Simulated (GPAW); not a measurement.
**puckered PAs monolayer: work function by functional and basis**

How far do functional and basis move the work function of puckered PAs monolayer? Where a layer proves gapped, the work function hangs on where the smearing puts the Fermi level, and the band edges take its place.

Method: GPAW, PAW setups; layer in a repeated cell with vacuum, relaxation of atoms and in-plane cell, in the first sound run; inputs show where later runs differ, in GPAW 26.7.0.

## 1. Set-up

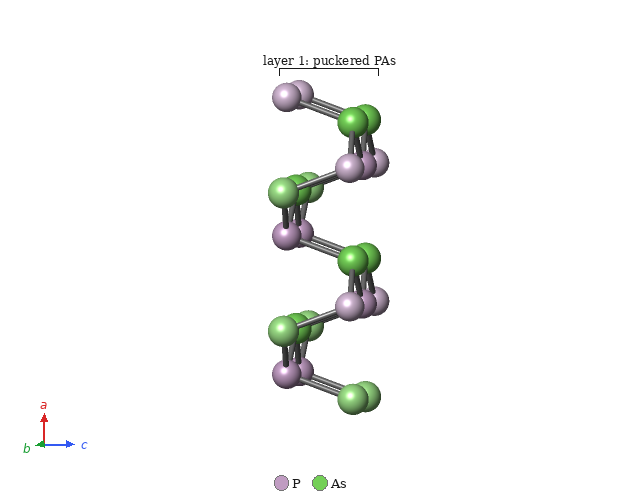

Start, viewed from the side, with the c axis across the page; phosphorus pink, arsenic green. 2×1×1 cells are drawn. Some periodic images of atoms are drawn too.

The cell holds 4 atoms: 2 P and 2 As. Cell: a = 4.690 Å, b = 3.500 Å, c = 20.360 Å, α = 90.0°, β = 90.0°, γ = 90.0°. Vacuum lies along c.

## 2. Relaxation

The atoms are relaxed first, since the surface dipole, and with it the work function, follows the positions of the outer layers.

The input, run.py:

```python
import json
import numpy as np
from ase import Atoms
from ase.filters import FrechetCellFilter
from ase.optimize import BFGS
from gpaw import GPAW, PW

slab = Atoms(
    ['P', 'As', 'As', 'P'],
    positions=[
        [0.42210, 0.00000, 9.00000],
        [1.92290, 1.75000, 9.10000],
        [4.26790, 0.00000, 11.26000],
        [2.76710, 1.75000, 11.36000]],
    cell=[[4.69, 0.0, 0.0], [0.0, 3.5, 0.0], [0.0, 0.0, 20.36]],
    pbc=[True, True, True])

slab.calc = GPAW(mode=PW(600), xc='PBE', kpts={'size': (6, 8, 1), 'gamma': True},
                 occupations={'name': 'fermi-dirac', 'width': 0.05}, nbands='160%',
                 convergence={'density': 1e-05}, maxiter=200,
                 symmetry={'tolerance': 1e-3}, txt='slab.txt')
result = {}
# The in-plane cell is free; stress needs a cell that repeats along all three vectors
path = []
opt = BFGS(FrechetCellFilter(slab, mask=[1, 1, 0, 0, 0, 1]), maxstep=0.2)
opt.attach(lambda: path.append((slab.get_potential_energy(), slab.positions.tolist(), slab.get_forces().tolist())))
result['relaxed'] = bool(opt.run(fmax=0.02, steps=45))
result['path'] = path
result['cell'] = slab.cell.tolist()
print('in-plane lattice', slab.cell.cellpar().round(4)[[0, 1, 5]])
energy = slab.get_potential_energy()
fermi = slab.calc.get_fermi_level()
v = slab.calc.get_electrostatic_potential().mean((0, 1)) - fermi
n = slab.calc.get_pseudo_density().mean((0, 1))
L = slab.cell[2, 2]
z = np.arange(len(v)) * L / len(v)
low, high = slab.positions[:, 2].min(), slab.positions[:, 2].max()
below, above = np.interp([low - 6.8, high + 6.8], z, v)
slopes = [np.interp(x, z, np.gradient(v, z)) for x in (low - 6.8, high + 6.8)]
eps = np.array([[slab.calc.get_eigenvalues(k, s) for k in range(len(slab.calc.get_ibz_k_points()))]
                for s in range(slab.calc.get_number_of_spins())]) - fermi
top, bottom = eps[eps < 0].max(), eps[eps > 0].min()
dipole = slab.get_dipole_moment()[2]
print(f'energy {energy:.4f} eV, Fermi level {fermi:.4f} eV, dipole {dipole:.5f} e A')
print(f'potential 6.8 A off the faces, from the Fermi level: lower {below:.4f} eV, upper {above:.4f} eV')
print(f'slope of the potential there: lower {slopes[0]:.5f}, upper {slopes[1]:.5f} eV/A')
print(f'nearest levels on the mesh: {top:.4f} and {bottom:.4f} eV')
print('magnetic moment', round(slab.get_magnetic_moment(), 3))
result.update(energy=energy, fermi=fermi, dipole=dipole, below=below, above=above, slopes=slopes, edges=[top, bottom],
              z=z.tolist(), v=v.tolist(), n=n.tolist(), positions=slab.positions.tolist(),
              forces=slab.get_forces(apply_constraint=False).tolist(), moments=slab.get_magnetic_moments().tolist())
json.dump(result, open('result.json', 'w'))
```

Run with:

```console
> OMP_NUM_THREADS=1 OPENBLAS_NUM_THREADS=1 python run.py
```

What it wrote:

```text
Step          Energy          fmax
BFGS:    0      -19.578313        1.095486
BFGS:    1      -19.642860        0.712093
BFGS:    2      -19.692853        0.181968
BFGS:    3      -19.694427        0.165125
BFGS:    4      -19.697421        0.150323
BFGS:    5      -19.701562        0.176542
BFGS:    6      -19.706251        0.189311
BFGS:    7      -19.709689        0.158262
BFGS:    8      -19.711502        0.126229
BFGS:    9      -19.712776        0.105102
BFGS:   10      -19.713866        0.104143
BFGS:   11      -19.714329        0.084531
BFGS:   12      -19.714541        0.062900
BFGS:   13      -19.714728        0.039013
BFGS:   14      -19.714917        0.028257
BFGS:   15      -19.715025        0.018543
in-plane lattice [ 4.7004  3.5041 90.    ]
energy -19.7150 eV, Fermi level -1.7278 eV, dipole -0.00004 e A
potential 6.8 A off the faces, from the Fermi level: lower 4.4037 eV, upper 4.4037 eV
slope of the potential there: lower 0.00001, upper -0.00002 eV/A
nearest levels on the mesh: -0.4655 and 0.4552 eV
magnetic moment 0.0
```

Wall time 10 min (1 thread of Arm Neoverse V2, shared host); peak memory 0.66 GiB.

This step gave:

- dipole along the normal: -3.56e-5 e·Å
- levels nearest the Fermi level on the mesh: -0.4655, 0.4552 eV from the Fermi level

Electrostatic potential energy of an electron (without an applied field's), less the Fermi level, planar mean against z:

```csv
z (Å),"electrostatic potential energy of an electron (without an applied field's), less the Fermi level, planar mean (eV)"
0,4.40
2,4.40
4,4.40
6,4.40
8,1.77
10,-0.344
12,-2.83
14,4.38
16,4.40
18,4.40
20,4.40
```

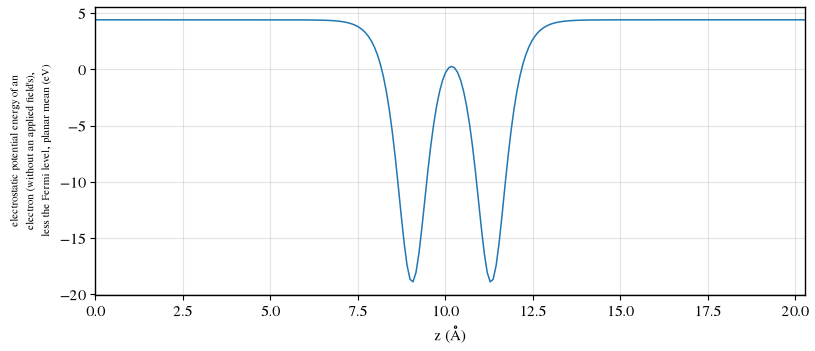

Electrostatic potential energy of an electron (without an applied field's), less the Fermi level, planar mean against z.

The pseudo valence density, planar mean oscillates, so the rows of the table below give means over windows of 0.85 Å about each position, cut where the curve ends. Its maxima inside the range that stand out by 2 % of the span (Å: e/Å³): 8.65: 0.326, 9.50: 0.322, 10.86: 0.322, 11.71: 0.326. Its minima: 8.99: 0.238, 10.18: 0.201, 11.37: 0.238.

Pseudo valence density, planar mean against z; means over each step:

```csv
z (Å),"pseudo valence density, planar mean (e/Å³)"
4.67,9.7e-6
5.52,1.1e-4
6.37,0.00138
7.22,0.0171
8.07,0.156
8.92,0.283
9.77,0.261
10.62,0.266
11.47,0.282
12.32,0.145
13.17,0.0152
14.02,0.00123
14.87,1.0e-4
15.72,8.7e-6
```

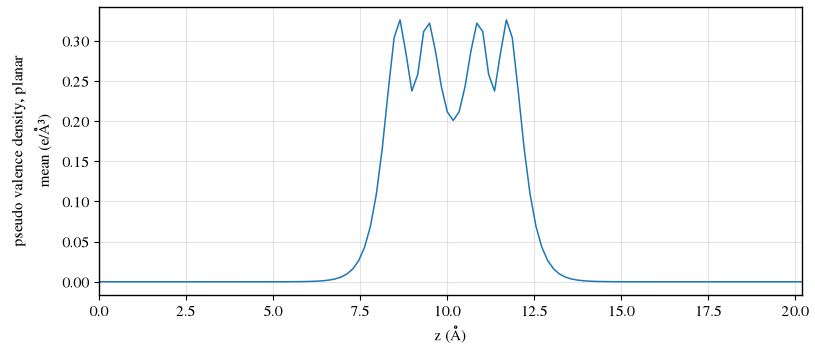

Pseudo valence density, planar mean against z.

The relaxation lowered the energy of the cell by 0.137 eV (energies extrapolated to zero smearing; the optimiser's log prints free energies). The largest force left on a free atom is 0.013 eV/Å.

## 3. The slab's potential

With the geometry fixed, the planar mean of the potential gives the vacuum level on each side.

This step: GPAW, PAW setups; slab in vacuum (GPAW 26.7.0).

Changes to run.py since step 2:

```diff
@@ -3,4 +3,2 @@
 from ase import Atoms
-from ase.filters import FrechetCellFilter
-from ase.optimize import BFGS
 from gpaw import GPAW, PW
@@ -10,22 +8,15 @@
     positions=[
-        [0.42210, 0.00000, 9.00000],
-        [1.92290, 1.75000, 9.10000],
-        [4.26790, 0.00000, 11.26000],
-        [2.76710, 1.75000, 11.36000]],
-    cell=[[4.69, 0.0, 0.0], [0.0, 3.5, 0.0], [0.0, 0.0, 20.36]],
-    pbc=[True, True, True])
+        [0.37123, -0.00000, 9.08283],
+        [1.97898, 1.75203, 9.00000],
+        [4.32917, 0.00000, 11.34989],
+        [2.72142, 1.75203, 11.26708]],
+    cell=[[4.70038, -0.0, 0.0], [-0.0, 3.50406, 0.0], [0.0, 0.0, 20.3499]],
+    pbc=[True, True, False])
 
-slab.calc = GPAW(mode=PW(600), xc='PBE', kpts={'size': (6, 8, 1), 'gamma': True},
+slab.calc = GPAW(mode=PW(400), xc='PBE', kpts={'size': (6, 8, 1), 'gamma': True},
                  occupations={'name': 'fermi-dirac', 'width': 0.05}, nbands='160%',
                  convergence={'density': 1e-05}, maxiter=200,
+                 poissonsolver={'dipolelayer': 'xy'},
                  symmetry={'tolerance': 1e-3}, txt='slab.txt')
 result = {}
-# The in-plane cell is free; stress needs a cell that repeats along all three vectors
-path = []
-opt = BFGS(FrechetCellFilter(slab, mask=[1, 1, 0, 0, 0, 1]), maxstep=0.2)
-opt.attach(lambda: path.append((slab.get_potential_energy(), slab.positions.tolist(), slab.get_forces().tolist())))
-result['relaxed'] = bool(opt.run(fmax=0.02, steps=45))
-result['path'] = path
-result['cell'] = slab.cell.tolist()
-print('in-plane lattice', slab.cell.cellpar().round(4)[[0, 1, 5]])
 energy = slab.get_potential_energy()
```

What it wrote:

```text
energy -19.7112 eV, Fermi level -1.7261 eV, dipole -0.00003 e A
potential 6.8 A off the faces, from the Fermi level: lower 4.4033 eV, upper 4.4033 eV
slope of the potential there: lower 0.00002, upper -0.00002 eV/A
nearest levels on the mesh: -0.4656 and 0.4554 eV
magnetic moment 0.0
```

The job ended after 29 s (1 thread; peak memory 0.24 GiB).

This step gave:

| Quantity | Value |
| --- | --- |
| dipole along the normal | -3.29e-5 e·Å |
| levels nearest the Fermi level on the mesh | -0.4656, 0.4554 eV from the Fermi level |
| upper work function | 4.403 eV |
| lower work function | 4.403 eV |
| upper ionisation energy | 4.869 eV |

The electrostatic potential energy of an electron (without an applied field's), less the Fermi level, planar mean by z:

```csv
z (Å),"electrostatic potential energy of an electron (without an applied field's), less the Fermi level, planar mean (eV)"
0,4.40
1,4.40
2,4.40
3,4.40
4,4.40
5,4.40
6,4.40
7,4.26
8,1.72
9,-18.7
10,-0.345
11,-13.3
12,-2.74
13,4.01
14,4.38
15,4.40
16,4.40
17,4.40
18,4.40
19,4.40
20,4.40
```

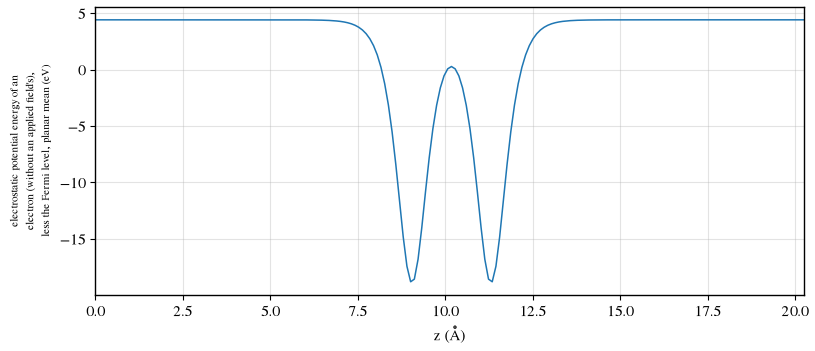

Electrostatic potential energy of an electron (without an applied field's), less the Fermi level, planar mean, plotted against z.

The pseudo valence density, planar mean oscillates, so the rows of the table below give means over windows of 0.85 Å about each position, cut where the curve ends. Its maxima inside the range that stand out by 2 % of the span (Å: e/Å³): 8.69: 0.321, 9.54: 0.316, 10.81: 0.316, 11.66: 0.321. Its minima: 9.12: 0.247, 10.18: 0.201, 11.23: 0.247.

Table of pseudo valence density, planar mean by z; means over each step:

```csv
z (Å),"pseudo valence density, planar mean (e/Å³)"
4.67,9.9e-6
5.52,1.2e-4
6.37,0.00143
7.22,0.0176
8.07,0.158
8.92,0.283
9.77,0.261
10.62,0.266
11.47,0.282
12.32,0.144
13.17,0.0153
14.02,0.00124
14.87,1.0e-4
15.72,8.7e-6
```

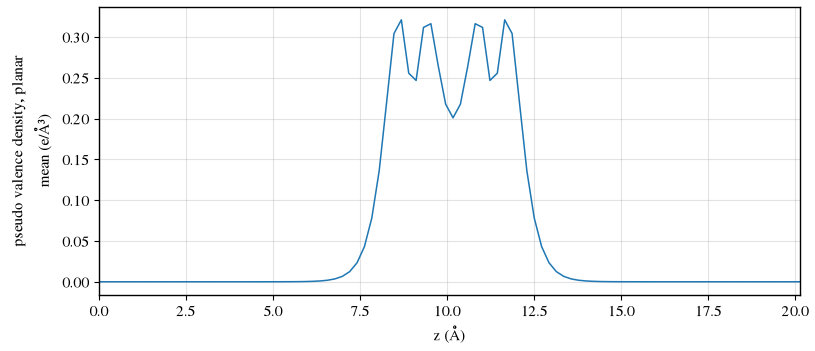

Pseudo valence density, planar mean, plotted against z.

The layer is gapped, so the Fermi level lies somewhere inside the gap, set by smearing and numerics, and these work functions are no property of the material; the band edges below the vacuum level are. The potential is flat to 1.5e-5 eV/Å where it is read, so the vacuum is wide enough.

## 4. Self-consistent run: xc = "LDA"

The same geometry under LDA, to see how far the functional moves the levels against the vacuum.

Changes to run.py since step 3:

```diff
@@ -15,3 +15,3 @@
 
-slab.calc = GPAW(mode=PW(400), xc='PBE', kpts={'size': (6, 8, 1), 'gamma': True},
+slab.calc = GPAW(mode=PW(400), xc='LDA', kpts={'size': (6, 8, 1), 'gamma': True},
                  occupations={'name': 'fermi-dirac', 'width': 0.05}, nbands='160%',
```

What it wrote:

```text
energy -21.9880 eV, Fermi level -1.9709 eV, dipole -0.00003 e A
potential 6.8 A off the faces, from the Fermi level: lower 4.6462 eV, upper 4.6462 eV
slope of the potential there: lower 0.00002, upper -0.00002 eV/A
nearest levels on the mesh: -0.4272 and 0.4172 eV
magnetic moment 0.0
```

Run time: 28 s. Hardware: 1 thread; peak memory 0.23 GiB.

Numbers from this step:

```
dipole along the normal                    : -3.39e-5 e·Å
levels nearest the Fermi level on the mesh : -0.4272, 0.4172 eV from the Fermi level
upper work function                        : 4.646 eV
lower work function                        : 4.646 eV
upper ionisation energy                    : 5.073 eV
```

The electrostatic potential energy of an electron (without an applied field's), less the Fermi level, planar mean by z:

```csv
z (Å),"electrostatic potential energy of an electron (without an applied field's), less the Fermi level, planar mean (eV)"
0,4.65
2,4.65
4,4.65
6,4.64
8,1.94
10,-0.0994
12,-2.51
14,4.63
16,4.65
18,4.65
20,4.65
```

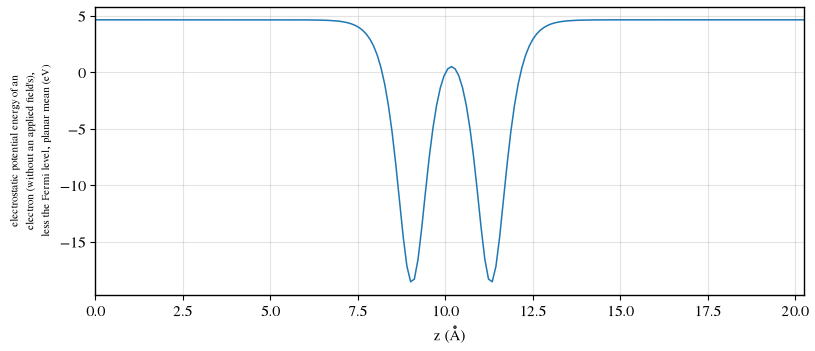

Electrostatic potential energy of an electron (without an applied field's), less the Fermi level, planar mean, plotted against z.

The pseudo valence density, planar mean oscillates, so the rows of the table below give means over windows of 0.85 Å about each position, cut where the curve ends. Its maxima inside the range that stand out by 2 % of the span (Å: e/Å³): 8.69: 0.321, 9.54: 0.318, 10.81: 0.318, 11.66: 0.321. Its minima: 9.12: 0.247, 10.18: 0.199, 11.23: 0.247.

Pseudo valence density, planar mean against z; means over each step:

```csv
z (Å),"pseudo valence density, planar mean (e/Å³)"
4.67,9.1e-6
5.52,1.1e-4
6.37,0.00144
7.22,0.0178
8.07,0.157
8.92,0.283
9.77,0.261
10.62,0.266
11.47,0.282
12.32,0.143
13.17,0.0155
14.02,0.00124
14.87,9.8e-5
15.72,7.9e-6
```

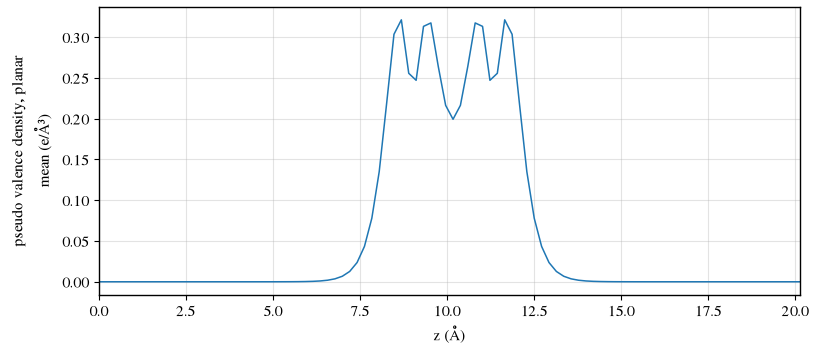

Pseudo valence density, planar mean, plotted against z.

Force by atom:

```csv
atom,x (eV/Å),y (eV/Å),z (eV/Å),size
P1,0.153,0.000,0.248,0.291
As2,-0.153,0.000,0.290,0.328
As3,-0.153,0.000,-0.290,0.328
P4,0.153,0.000,-0.248,0.292
```

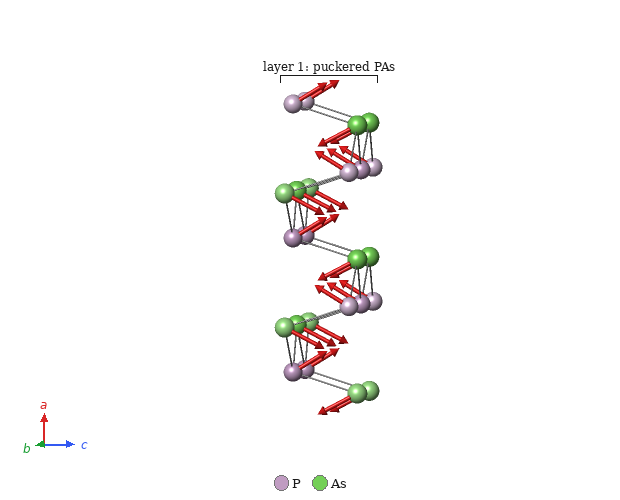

Force as arrows, the longest 0.328 eV/Å. 2×1×1 cells are drawn. Some periodic images of atoms are drawn too.

The highest filled level lies 0.427 eV under the Fermi level, so the ionisation energy from the upper face is 4.646 + 0.427 = 5.073 eV, against 4.869 eV in the base run.

## 5. Self-consistent run: xc = "RPBE"

The same geometry under RPBE, to see how far the functional moves the levels against the vacuum.

Changes to run.py since step 4:

```diff
@@ -15,3 +15,3 @@
 
-slab.calc = GPAW(mode=PW(400), xc='LDA', kpts={'size': (6, 8, 1), 'gamma': True},
+slab.calc = GPAW(mode=PW(400), xc='RPBE', kpts={'size': (6, 8, 1), 'gamma': True},
                  occupations={'name': 'fermi-dirac', 'width': 0.05}, nbands='160%',
```

What it wrote:

```text
energy -18.5290 eV, Fermi level -1.6329 eV, dipole -0.00003 e A
potential 6.8 A off the faces, from the Fermi level: lower 4.3107 eV, upper 4.3107 eV
slope of the potential there: lower 0.00001, upper -0.00001 eV/A
nearest levels on the mesh: -0.4834 and 0.4731 eV
magnetic moment 0.0
```

Elapsed: 29 s, on 1 thread; peak memory 0.24 GiB.

This step gave:

| Property | Result |
| --- | --- |
| dipole along the normal | -3.23e-5 e·Å |
| levels nearest the Fermi level on the mesh | -0.4834, 0.4731 eV from the Fermi level |
| upper work function | 4.311 eV |
| lower work function | 4.311 eV |
| upper ionisation energy | 4.794 eV |

The highest filled level lies 0.483 eV under the Fermi level, so the ionisation energy from the upper face is 4.311 + 0.483 = 4.794 eV, against 4.869 eV in the base run.

## 6. Self-consistent run: xc = "revPBE"

The same geometry under revPBE, to see how far the functional moves the levels against the vacuum.

Changes to run.py since step 5:

```diff
@@ -15,3 +15,3 @@
 
-slab.calc = GPAW(mode=PW(400), xc='RPBE', kpts={'size': (6, 8, 1), 'gamma': True},
+slab.calc = GPAW(mode=PW(400), xc='revPBE', kpts={'size': (6, 8, 1), 'gamma': True},
                  occupations={'name': 'fermi-dirac', 'width': 0.05}, nbands='160%',
```

What it wrote:

```text
energy -18.6729 eV, Fermi level -1.6362 eV, dipole -0.00003 e A
potential 6.8 A off the faces, from the Fermi level: lower 4.3075 eV, upper 4.3075 eV
slope of the potential there: lower 0.00001, upper -0.00001 eV/A
nearest levels on the mesh: -0.4852 and 0.4749 eV
magnetic moment 0.0
```

The job ended after 29 s (1 thread; peak memory 0.24 GiB).

Numbers from this step:

```
dipole along the normal                    : -3.26e-5 e·Å
levels nearest the Fermi level on the mesh : -0.4852, 0.4749 eV from the Fermi level
upper work function                        : 4.307 eV
lower work function                        : 4.307 eV
upper ionisation energy                    : 4.793 eV
```

Electrostatic potential energy of an electron (without an applied field's), less the Fermi level, planar mean against z:

```csv
z (Å),"electrostatic potential energy of an electron (without an applied field's), less the Fermi level, planar mean (eV)"
0,4.31
2,4.31
4,4.31
6,4.30
8,1.65
10,-0.413
12,-2.81
14,4.29
16,4.31
18,4.31
20,4.31
```

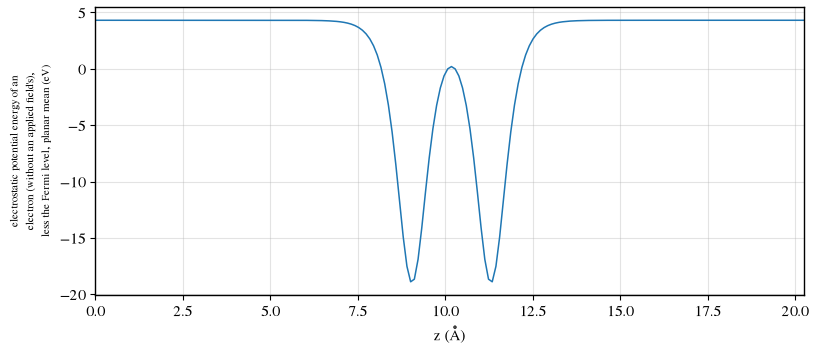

Electrostatic potential energy of an electron (without an applied field's), less the Fermi level, planar mean against z.

The highest filled level lies 0.485 eV under the Fermi level, so the ionisation energy from the upper face is 4.307 + 0.485 = 4.793 eV, against 4.869 eV in the base run.

## 7. OptPBE vdW: xc = "optPBE-vdW"

The same geometry under optPBE-vdW, to see how far the functional moves the levels against the vacuum (the van der Waals functionals take revPBE setups).

Changes to run.py since step 6:

```diff
@@ -15,3 +15,3 @@
 
-slab.calc = GPAW(mode=PW(400), xc='revPBE', kpts={'size': (6, 8, 1), 'gamma': True},
+slab.calc = GPAW(mode=PW(400), xc='optPBE-vdW', kpts={'size': (6, 8, 1), 'gamma': True},
                  occupations={'name': 'fermi-dirac', 'width': 0.05}, nbands='160%',
```

What it wrote:

```text
energy -53.5654 eV, Fermi level -1.8916 eV, dipole -0.00003 e A
potential 6.8 A off the faces, from the Fermi level: lower 4.6110 eV, upper 4.6110 eV
slope of the potential there: lower 0.00001, upper -0.00001 eV/A
nearest levels on the mesh: -0.4528 and 0.4426 eV
magnetic moment 0.0
```

Wall time 38 s (1 thread); peak memory 0.45 GiB.

This step gave:

- dipole along the normal: -3.25e-5 e·Å
- levels nearest the Fermi level on the mesh: -0.4528, 0.4426 eV from the Fermi level
- upper work function: 4.611 eV
- lower work function: 4.611 eV
- upper ionisation energy: 5.064 eV

The highest filled level lies 0.453 eV under the Fermi level, so the ionisation energy from the upper face is 4.611 + 0.453 = 5.064 eV, against 4.869 eV in the base run.

(Continued in part 2 of 2.)

[Logs are printed without paths, hosts, clocks, repeated set-up lines and the standing remarks that a program may print on its own settings, such as how far it seeks lower states.]

[Hosts, paths, dates, database ids (printed as entryN), source tags and the programs' standing remarks are cut or masked in the printed files.]
